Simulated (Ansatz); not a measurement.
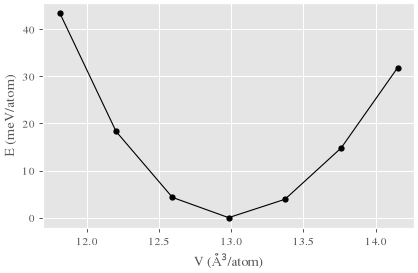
*SrScHO₂ in space group P4/mmm (No. 123; Sr on 1d, Sc on 1a, O on 2f, H on 1b) under volume change, r²SCAN in the plane-wave PAW code Ansatz, shape and atoms relaxed at each volume.*

**Question.** What does a third-order Birch–Murnaghan fit give for V₀, B₀ and B′?

**Answer.** V₀ = 12.98 Å³/atom, B₀ = 112 GPa, B′ = 4.2.

The start of the workflow was typed in or built on a structure type; neither database checked (COD, Materials Project) lists it. Its standing as an ambient phase is unchecked. The cell was relaxed with r²SCAN under the symmetry of its start; whether a distortion lowers the energy is not shown. The run is not spin-polarised.

Potentials: the earlier of the program's two PAW sets.
